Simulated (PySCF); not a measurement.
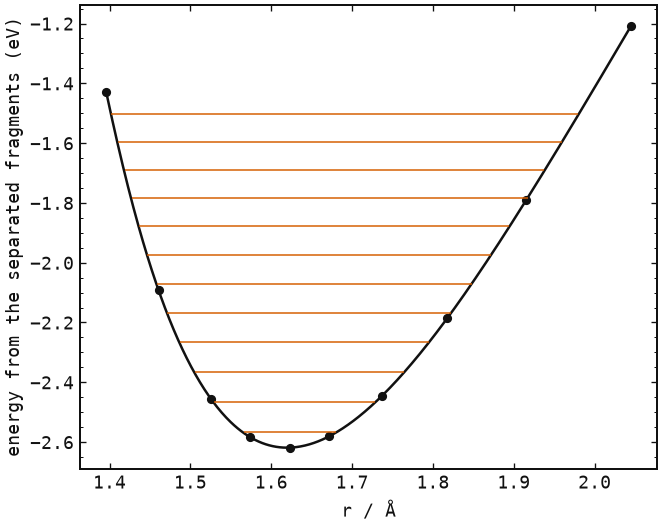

Bond curve of a diatomic species. PBE0, Gaussian basis, PySCF 2.14.0, UKS. One reference determinant with the occupation held, the lowest that a PBE0 search over spins and occupations found; no spin-orbit coupling. Zero is the separated fragments in their ground configurations, without counterpoise. With PBE0 the solution stays closed-shell at all points drawn; such a solution can't reach the open-shell fragments at long range. 2 further points of the run are not drawn. Horizontal lines: vibrational levels from ωe and ωexe, starting at v = 0.

**Which species is it?**
A. AlN, triplet
B. NaSi, quartet
C. ClF, singlet
D. NaI, singlet

Option C, ClF, singlet. A fit to the curve gives re = 1.620 Å, ωe = 826 cm⁻¹, ωexe = 3.8 cm⁻¹, De = 2.62 eV (PBE0/def2-TZVP).
